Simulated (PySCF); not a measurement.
Vertical excitations of a molecule C₄H₄F₂ from TDDFT-PBE/def2-SVPD (PySCF 2.14.0), as energy in eV (oscillator strength): 5.76 (0.005), 6.07 (0.005), 6.67 (0.000), 6.93 (0.148), 7.72 (0.019), 7.77 (0.042), 7.89 (0.010), 8.02 (0.028), 8.03 (0.017), 8.33 (0.011). Lowest triplet (TDA): 4.34 eV. Geometry: PBE-D3(BJ)/def2-SVP. Other conformers were not sampled.

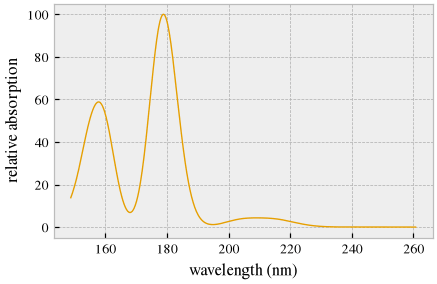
The lines broadened by 0.4 eV.

**Question.** Which structure fits?
(A) C=C=CC(F)F
(B) C=C/C(F)=C/F
(C) C=C(F)/C=C\F
(D) F[C@@H]1C=C[C@H]1F

**Answer.** D, F[C@@H]1C=C[C@H]1F
